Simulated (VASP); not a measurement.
# A VASP study of MgH2 (AM05): structure first, properties next, part 4 of 5

What structure does MgH2 take at this level, and what are its properties? The start is a cell from a database of measured crystal structures.

VASP 6.6.1; AM05; plane waves and PAW (Mg, H).

So far, gap on the k-mesh (eV): step 2 (full relaxation (AM05)) 3.74; step 6 (density of states (AM05)) 3.62.

### Step 7. Zone-centre phonons (AM05) (continued)

Parts of OUTCAR (step 7):

```text
   NELECT =       8.0000    total number of electrons

  Total       -0.0148929     -0.0148929     -0.0035074     -0.0000000      0.0000000      0.0000000
  in kB       -0.3950878     -0.3950878     -0.0930460     -0.0000000      0.0000000      0.0000000
  external PRESSURE =      -0.2944072 kB  Pullay stress =       0.0000000 kB

 POSITION                                       TOTAL-FORCE (eV/Angst)
 -----------------------------------------------------------------------------------
      0.00000      0.00000      0.00000         0.000000      0.000000     -0.000000
      2.24081      2.24081      1.50348         0.000000      0.000000     -0.000000
      1.36437      1.36437      0.00000         0.000842      0.000842      0.000000
      0.87643      3.60518      1.50348        -0.000842      0.000842     -0.000000
      3.11724      3.11724      0.00000        -0.000842     -0.000842     -0.000000
      3.60518      0.87643      1.50348         0.000842     -0.000842     -0.000000
 -----------------------------------------------------------------------------------
    total drift:                               -0.000000     -0.000000      0.000000

 MACROSCOPIC STATIC DIELECTRIC TENSOR (including local field effects in DFT)
 ------------------------------------------------------
           4.106120     0.000000     0.000000
           0.000000     4.106120     0.000000
           0.000000     0.000000     4.135419
 ------------------------------------------------------

 PIEZOELECTRIC TENSOR (including local field effects)  for field in x, y, z        (C/m^2)
          XX          YY          ZZ          XY          YZ          ZX
  --------------------------------------------------------------------------------
  x     0.00000     0.00000     0.00000     0.00000     0.00000     0.00000
  y     0.00000     0.00000     0.00000     0.00000     0.00000     0.00000
  z     0.00000     0.00000     0.00000     0.00000     0.00000     0.00000

 BORN EFFECTIVE CHARGES (including local field effects) (in |e|, cummulative output)
 ---------------------------------------------------------------------------------
 ion    1
    1     1.84976     0.12211     0.00000
    2     0.12211     1.84976     0.00000
    3     0.00000     0.00000     1.94292
 ion    2
    1     1.84976    -0.12211     0.00000
    2    -0.12211     1.84976     0.00000
    3     0.00000     0.00000     1.94292
 ion    3
    1    -0.92488    -0.21541     0.00000
    2    -0.21541    -0.92488     0.00000
    3     0.00000     0.00000    -0.97146
 ion    4
    1    -0.92488     0.21541     0.00000
    2     0.21541    -0.92488     0.00000
    3     0.00000     0.00000    -0.97146
 ion    5
    1    -0.92488    -0.21541     0.00000
    2    -0.21541    -0.92488     0.00000
    3     0.00000     0.00000    -0.97146
 ion    6
    1    -0.92488     0.21541     0.00000
    2     0.21541    -0.92488     0.00000
    3     0.00000     0.00000    -0.97146

 Eigenvectors and eigenvalues of the dynamical matrix
 ----------------------------------------------------

   1 f  =   44.558513 THz   279.969393 2PiTHz 1486.312000 cm-1   184.279119 meV
             X         Y         Z           dx          dy          dz
      0.000000  0.000000  0.000000    -0.000000   -0.000000    0.000000
      2.240806  2.240806  1.503482    -0.000000   -0.000000    0.000000
      1.364371  1.364371  0.000000    -0.353553   -0.353553   -0.000000
      0.876435  3.605176  1.503482    -0.353553    0.353553    0.000000
      3.117241  3.117241  0.000000     0.353553    0.353553   -0.000000
      3.605176  0.876435  1.503482     0.353553   -0.353553   -0.000000

   2 f  =   39.539019 THz   248.430985 2PiTHz 1318.879720 cm-1   163.520171 meV
             X         Y         Z           dx          dy          dz
      0.000000  0.000000  0.000000     0.000000   -0.000000   -0.000000
      2.240806  2.240806  1.503482    -0.000000    0.000000    0.000000
      1.364371  1.364371  0.000000    -0.353553   -0.353553   -0.000000
[...]
0.876435  3.605176  1.503482    -0.000000   -0.000000    0.480600
      3.117241  3.117241  0.000000    -0.000000   -0.000000    0.480600
      3.605176  0.876435  1.503482     0.000000    0.000000    0.480600

   9 f  =   22.273909 THz   139.951098 2PiTHz  742.977630 cm-1    92.117444 meV
             X         Y         Z           dx          dy          dz
      0.000000  0.000000  0.000000     0.000000   -0.000000   -0.000000
      2.240806  2.240806  1.503482     0.000000   -0.000000   -0.000000
      1.364371  1.364371  0.000000    -0.353553    0.353553   -0.000000
      0.876435  3.605176  1.503482    -0.353553   -0.353553   -0.000000
      3.117241  3.117241  0.000000     0.353553   -0.353553    0.000000
      3.605176  0.876435  1.503482     0.353553    0.353553   -0.000000

  10 f  =   14.663166 THz    92.131390 2PiTHz  489.110574 cm-1    60.641955 meV
             X         Y         Z           dx          dy          dz
      0.000000  0.000000  0.000000    -0.178133   -0.129622   -0.000000
      2.240806  2.240806  1.503482    -0.141434    0.071234    0.000000
      1.364371  1.364371  0.000000     0.345689   -0.190935   -0.000000
      0.876435  3.605176  1.503482     0.441748    0.334808   -0.000000
      3.117241  3.117241  0.000000     0.345689   -0.190935    0.000000
      3.605176  0.876435  1.503482     0.441748    0.334808   -0.000000

  11 f  =   14.663166 THz    92.131390 2PiTHz  489.110574 cm-1    60.641955 meV
             X         Y         Z           dx          dy          dz
      0.000000  0.000000  0.000000     0.071234    0.141434    0.000000
      2.240806  2.240806  1.503482    -0.129622    0.178133   -0.000000
      1.364371  1.364371  0.000000     0.334808   -0.441748    0.000000
      0.876435  3.605176  1.503482    -0.190935   -0.345689   -0.000000
      3.117241  3.117241  0.000000     0.334808   -0.441748   -0.000000
      3.605176  0.876435  1.503482    -0.190935   -0.345689    0.000000

  12 f  =    8.951635 THz    56.244782 2PiTHz  298.594404 cm-1    37.020971 meV
             X         Y         Z           dx          dy          dz
      0.000000  0.000000  0.000000     0.631641    0.260864   -0.000000
      2.240806  2.240806  1.503482    -0.649561   -0.301677    0.000000
      1.364371  1.364371  0.000000    -0.019055    0.032107   -0.000000
      0.876435  3.605176  1.503482     0.063084    0.068172   -0.000000
      3.117241  3.117241  0.000000    -0.019055    0.032107    0.000000
      3.605176  0.876435  1.503482     0.063084    0.068172   -0.000000

  13 f  =    8.951635 THz    56.244782 2PiTHz  298.594404 cm-1    37.020971 meV
             X         Y         Z           dx          dy          dz
      0.000000  0.000000  0.000000     0.301677   -0.649561    0.000000
      2.240806  2.240806  1.503482    -0.260864    0.631641   -0.000000
      1.364371  1.364371  0.000000    -0.068172    0.063084    0.000000
      0.876435  3.605176  1.503482    -0.032107   -0.019055   -0.000000
      3.117241  3.117241  0.000000    -0.068172    0.063084   -0.000000
      3.605176  0.876435  1.503482    -0.032107   -0.019055    0.000000
    [... 43 further lines ...]
      3.117241  3.117241  0.000000    -0.000000    0.000000    0.137927
      3.605176  0.876435  1.503482    -0.000000    0.000000    0.137927

 MACROSCOPIC STATIC DIELECTRIC TENSOR IONIC CONTRIBUTION
 ------------------------------------------------------
           7.736242     0.000000     0.000000
           0.000000     7.736242     0.000000
           0.000000     0.000000     4.213467
 ------------------------------------------------------

 ELASTIC MODULI CONTR FROM IONIC RELAXATION (kBar)
 Direction    XX          YY          ZZ          XY          YZ          ZX
 --------------------------------------------------------------------------------
 XX         -52.7170     50.0172      6.7430      0.0000      0.0000      0.0000
 YY          50.0172    -52.7170      6.7430     -0.0000     -0.0000     -0.0000
 ZZ           6.7430      6.7430    -33.6820     -0.0000      0.0000      0.0000
 XY           0.0000     -0.0000     -0.0000     -9.5840     -0.0000      0.0000
 YZ           0.0000     -0.0000      0.0000     -0.0000    -61.1444      0.0000
 ZX           0.0000     -0.0000      0.0000      0.0000      0.0000    -61.1470
 --------------------------------------------------------------------------------

 PIEZOELECTRIC TENSOR IONIC CONTR  for field in x, y, z        (C/m^2)
          XX          YY          ZZ          XY          YZ          ZX
  --------------------------------------------------------------------------------
  x     0.00000    -0.00000    -0.00000     0.00000    -0.00000     0.00000
  y     0.00000     0.00000     0.00000     0.00000    -0.00000     0.00000
  z     0.00000    -0.00000     0.00000     0.00000    -0.00000     0.00000

[... 10 parts as in an earlier step ...]

[... 1 further part left out ...]
```

Energies printed during the response cycles are not total energies of the cell.

This step gave:

| Quantity | Value |
| --- | --- |
| bands | 10 |
| irreducible k points | 24 |
| pressure of the cell | -0.02944 GPa |
| largest force of the cell | 0.001191 eV/Å |
| Fermi energy | -0.1643 eV |
| valence top at k | 0.2, 0, 0 |
| conduction bottom at k | 0.4, 0.4, 0.4286 |
| least direct gap at k | 0.2, 0, 0 |
| gap on the k-mesh | 3.741 eV |
| least direct gap on the k-mesh | 4.628 eV |

Electronic dielectric tensor with local fields:

```
4.11 0.00 0.00
0.00 4.11 0.00
0.00 0.00 4.14
```

Ionic part of the static dielectric tensor:

```
7.74 0.00 0.00
0.00 7.74 0.00
0.00 0.00 4.21
```

Born effective charge (e), principal values of the symmetric part by kind of site:

```
atom  atoms with these values    low  middle   high   mean
 Mg1                        2   1.73    1.94   1.97   1.88
  H3                        4  -1.14   -0.97  -0.71  -0.94
```

In full for Mg1:

```
1.85 0.12 0.00
0.12 1.85 0.00
0.00 0.00 1.94
```

Infrared lines, with heights relative to the strongest:

```
position (cm⁻¹)  lines merged  squared mode dipole, relative
            181             1                            0.0
            229             1                            0.0
            299             2                            1.0
            489             2                             93
            743             1                            0.0
            889             1                            100
            996             2                            0.0
           1131             1                            0.0
           1218             2                             96
           1319             1                            0.0
           1486             1                            0.0
```

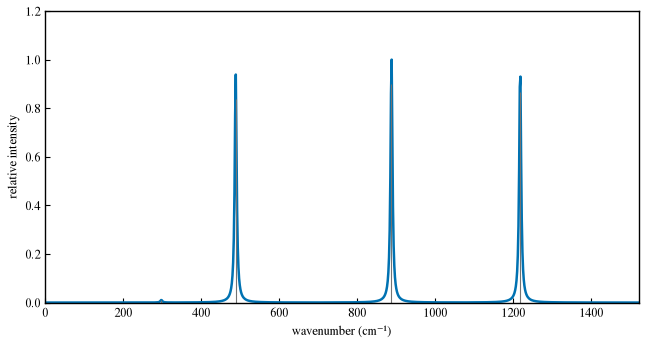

The infrared spectrum, broadened with Lorentzians of width 6 cm⁻¹; bars mark the lines.

Transverse limit, no LO-TO splitting. The modes at Γ (shares of kinetic energy by element, %):

```
mode  frequency (cm⁻¹)  symmetry       IR  Mg %  H %
   1              -0.1  acoustic   3.6e-6    92    8
   2              -0.1  acoustic   3.8e-6    92    8
   3              -0.1  acoustic   3.8e-6    92    8
   4             180.6        Bu        0    98    2
   5             229.2        Bg        0     0  100
   6             298.6        Eu    0.021    98    2
   7             298.6        Eu    0.021    98    2
   8             489.1        Eu      1.9     7   93
   9             489.1        Eu      1.9     7   93
  10             743.0       A2g        0     0  100
  11             888.6       A2u      4.1     8   92
  12             995.8        Eg        0     0  100
  13             995.8        Eg  3.1e-33     0  100
  14            1131.1        Bu        0     2   98
  15            1218.5        Eu      2.0     2   98
  16            1218.5        Eu      2.0     2   98
  17            1318.9       A1g        0     0  100
  18            1486.3        Bg        0     0  100
```

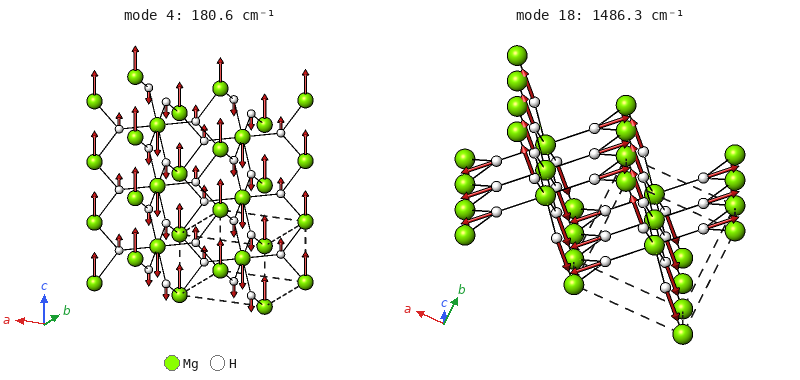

Displacement patterns of modes 4 and 18 at Γ; arrows are exaggerated. 2×1×3 cells are drawn. Some periodic images of atoms are drawn too.

The Born charges sum to zero; the printed set may have that rule imposed, so this is no test. Born charges and mode vectors give each infrared mode its dipole; summed over the modes, dipole squared over frequency squared adds 6.56 to the electronic 4.12, for a mean static constant of 10.7. By the characters of their eigenvectors the optical modes sort into (cm⁻¹) Raman active: Bg 229, Eg 996, A1g 1319, Bg 1486; infrared active: Eu 299, Eu 489, A2u 889, Eu 1218; silent: Bu 181, A2g 743, Bu 1131. B labels carry no number here, since it depends on the setting of the axes. With a centre of inversion no mode is active in both.

### Step 8. Volume scan with AM05

An equation of state needs energies on both sides of the minimum, all on one mesh and cutoff.

The input, INCAR:

```
SYSTEM = MgH2
PREC = Accurate
ENCUT = 400
EDIFF = 1E-06
NELM = 100
ISMEAR = 0
SIGMA = 0.05
LREAL = .FALSE.
ALGO = Normal
GGA = AM
NBANDS = 10
LORBIT = 11
LWAVE = .FALSE.
LCHARG = .FALSE.
KPAR = 4
ISIF = 2
```

The input, POSCAR:

```
MgH2
1.0
    4.3901242500      0.0000000000      0.0000000000
    0.0000000000      4.3901242500      0.0000000000
    0.0000000000      0.0000000000      2.9455795675
Mg H
2 4
Direct
    0.0000000000      0.0000000000      0.0000000000
    0.5000000000      0.5000000000      0.5000000000
    0.3044375503      0.3044375503      0.0000000000
    0.1955624497      0.8044375503      0.5000000000
    0.6955624497      0.6955624497      0.0000000000
    0.8044375503      0.1955624497      0.5000000000
```

The input, KPOINTS:

```
Automatic mesh
0
Gamma
5 5 7
0 0 0
```

PAW data sets: Mg and H (PBE family, release 64).

Launch:

```bash
$ mpirun -np 4 vasp_std
```

Output:

```text
[... set-up lines as in an earlier step ...]
 entering main loop
       N       E                     dE             d eps       ncg     rms          rms(c)
DAV:   1    -0.309462945441E+01   -0.30946E+01   -0.27584E+03   488   0.493E+02
DAV:   2    -0.176075143515E+02   -0.14513E+02   -0.13372E+02   614   0.706E+01
DAV:   3    -0.182671183056E+02   -0.65960E+00   -0.65890E+00   576   0.154E+01
DAV:   4    -0.182697163135E+02   -0.25980E-02   -0.25979E-02   564   0.106E+00
DAV:   5    -0.182697362068E+02   -0.19893E-04   -0.19893E-04   584   0.972E-02    0.616E+00
DAV:   6    -0.174701697845E+02    0.79957E+00   -0.52547E-01   516   0.374E+00    0.323E+00
DAV:   7    -0.171863527931E+02    0.28382E+00   -0.72963E-01   532   0.479E+00    0.461E-01
DAV:   8    -0.171931226643E+02   -0.67699E-02   -0.16644E-02   522   0.863E-01    0.660E-02
DAV:   9    -0.171930740617E+02    0.48603E-04   -0.30349E-04   624   0.113E-01    0.192E-02
DAV:  10    -0.171931034714E+02   -0.29410E-04   -0.54690E-05   514   0.518E-02    0.956E-03
DAV:  11    -0.171931017384E+02    0.17330E-05   -0.46152E-06   538   0.105E-02    0.166E-03
DAV:  12    -0.171931017516E+02   -0.13151E-07   -0.16012E-07   292   0.292E-03
   1 F= -.17193102E+02 E0= -.17193102E+02  d E =-.590587E-16
```

Run time: 3.4 s. Hardware: 4 MPI ranks of Intel Xeon Platinum 8559C (Emerald Rapids), shared host; peak memory 0.54 GiB.

OUTCAR, selected parts (step 8):

```text
   ENCUT  =  400.0 eV  29.40 Ry    5.42 a.u.   7.16  7.16  4.80*2*pi/ulx,y,z

   NELECT =       8.0000    total number of electrons

 E-fermi :   0.1092

 k-point     1 :       0.0000    0.0000    0.0000
  band No.  band energies     occupation
      1      -7.0615      2.00000
      2      -1.6950      2.00000
      3      -1.6950      2.00000
      4      -0.5700      2.00000
      5       4.2725      0.00000
      6       5.0778      0.00000
      7       9.2733      0.00000
      8       9.2733      0.00000
      9      10.9685      0.00000
    ...

  Total        1.1107832      1.1107832      1.5935857      0.0000000      0.0000000      0.0000000
  in kB       31.3484094     31.3484094     44.9740117      0.0000000      0.0000000      0.0000000
  external PRESSURE =      35.8902768 kB  Pullay stress =       0.0000000 kB

 POSITION                                       TOTAL-FORCE (eV/Angst)
 -----------------------------------------------------------------------------------
      0.00000      0.00000      0.00000         0.000000     -0.000000      0.000000
      2.19506      2.19506      1.47279         0.000000     -0.000000      0.000000
      1.33652      1.33652      0.00000        -0.012833     -0.012833      0.000000
      0.85854      3.53158      1.47279         0.012833     -0.012833      0.000000
      3.05361      3.05361      0.00000         0.012833      0.012833     -0.000000
      3.53158      0.85854      1.47279        -0.012833      0.012833     -0.000000
 -----------------------------------------------------------------------------------
    total drift:                               -0.000000     -0.000000      0.000000

  FREE ENERGIE OF THE ION-ELECTRON SYSTEM (eV)
  ---------------------------------------------------
  free  energy   TOTEN  =       -17.1931017516 eV

  energy  without entropy=      -17.1931017516  energy(sigma->0) =      -17.19310175

[... 5 parts as in an earlier step ...]

[... 11 further parts left out ...]
```

The scan keeps the cell's shape and the fractional positions fixed.

This step gave:

```yaml
free_energy_toten: -17.19 eV
fermi_energy: 0.1092 eV
pressure: 3.589 GPa
gap_on_the_k_mesh: 3.835 eV
least_direct_gap_on_the_k_mesh: 4.703 eV
```

The pressure here is 3.59 GPa.

### Step 9. Volume scan with AM05 (run 2)

INCAR is that of step 8.

Edit POSCAR of step 8 so:

```diff
@@ -2,5 +2,5 @@
 1.0
-    4.3901242500      0.0000000000      0.0000000000
-    0.0000000000      4.3901242500      0.0000000000
-    0.0000000000      0.0000000000      2.9455795675
+    4.4210416366      0.0000000000      0.0000000000
+    0.0000000000      4.4210416366      0.0000000000
+    0.0000000000      0.0000000000      2.9663237691
 Mg H
```

KPOINTS is that of step 8.

Launch:

```bash
$ mpirun -np 4 vasp_std
```

Output:

```text
[... set-up lines as in an earlier step ...]
 entering main loop
       N       E                     dE             d eps       ncg     rms          rms(c)
DAV:   1    -0.246669831583E+01   -0.24667E+01   -0.27367E+03   488   0.492E+02
DAV:   2    -0.177055884481E+02   -0.15239E+02   -0.14839E+02   620   0.710E+01
DAV:   3    -0.182885313548E+02   -0.58294E+00   -0.58224E+00   638   0.152E+01
DAV:   4    -0.182905843021E+02   -0.20529E-02   -0.20528E-02   568   0.951E-01
DAV:   5    -0.182906033209E+02   -0.19019E-04   -0.19019E-04   576   0.939E-02    0.610E+00
DAV:   6    -0.174929994930E+02    0.79760E+00   -0.53485E-01   516   0.375E+00    0.319E+00
DAV:   7    -0.172125508963E+02    0.28045E+00   -0.73494E-01   524   0.477E+00    0.463E-01
DAV:   8    -0.172195019573E+02   -0.69511E-02   -0.16887E-02   522   0.864E-01    0.649E-02
DAV:   9    -0.172194640647E+02    0.37893E-04   -0.31108E-04   630   0.115E-01    0.194E-02
DAV:  10    -0.172194951269E+02   -0.31062E-04   -0.56386E-05   520   0.523E-02    0.959E-03
DAV:  11    -0.172194934081E+02    0.17188E-05   -0.48190E-06   542   0.106E-02    0.175E-03
DAV:  12    -0.172194934165E+02   -0.83683E-08   -0.18378E-07   282   0.307E-03
   1 F= -.17219493E+02 E0= -.17219493E+02  d E =-.146648E-15
```

Elapsed: 3.4 s, on 4 MPI ranks; peak memory 0.53 GiB; 10 s of CPU time.

Parts of OUTCAR (step 9):

```text
   ENCUT  =  400.0 eV  29.40 Ry    5.42 a.u.   7.21  7.21  4.84*2*pi/ulx,y,z

   NELECT =       8.0000    total number of electrons

 E-fermi :   0.0099

 k-point     1 :       0.0000    0.0000    0.0000
  band No.  band energies     occupation
      1      -7.0482      2.00000
      2      -1.7654      2.00000
      3      -1.7654      2.00000
      4      -0.6650      2.00000
      5       4.2039      0.00000
      6       4.9031      0.00000
      7       9.0712      0.00000
      8       9.0712      0.00000
      9      10.7842      0.00000
    ...

  Total        0.7156361      0.7156361      1.0336969      0.0000000      0.0000000      0.0000000
  in kB       19.7758468     19.7758468     28.5651180      0.0000000      0.0000000      0.0000000
  external PRESSURE =      22.7056039 kB  Pullay stress =       0.0000000 kB

 POSITION                                       TOTAL-FORCE (eV/Angst)
 -----------------------------------------------------------------------------------
      0.00000      0.00000      0.00000         0.000000      0.000000      0.000000
      2.21052      2.21052      1.48316         0.000000      0.000000      0.000000
      1.34593      1.34593      0.00000        -0.007976     -0.007976      0.000000
      0.86459      3.55645      1.48316         0.007976     -0.007976      0.000000
      3.07511      3.07511      0.00000         0.007976      0.007976      0.000000
      3.55645      0.86459      1.48316        -0.007976      0.007976      0.000000
 -----------------------------------------------------------------------------------
    total drift:                               -0.000000     -0.000000      0.000000

  FREE ENERGIE OF THE ION-ELECTRON SYSTEM (eV)
  ---------------------------------------------------
  free  energy   TOTEN  =       -17.2194934165 eV

  energy  without entropy=      -17.2194934165  energy(sigma->0) =      -17.21949342

[... 5 parts as in an earlier step ...]

[... 11 further parts left out ...]
```

This step gave:

```
free energy (TOTEN)            : -17.22 eV
Fermi energy                   : 0.0099 eV
pressure                       : 2.271 GPa
gap on the k-mesh              : 3.804 eV
least direct gap on the k-mesh : 4.680 eV
```

The pressure falls from 3.59 to 2.27 GPa.

The run ends at a pressure of 2.27 GPa, with forces up to 0.011 eV/Å.

(Part 4 of 5 ends here.)

[Lines on the potential files, build, host, timing and source positions are cut from VASP's logs without a mark.]

[Logs are printed without paths, hosts, clocks, repeated set-up lines and the standing remarks that a program may print on its own settings, such as how far it seeks lower states.]

[Hosts, paths, dates, database ids (printed as entryN), source tags and the programs' standing remarks are cut or masked in the printed files.]

[A measured line is paired with the nearest computed mode of its activity, which favours agreement.]
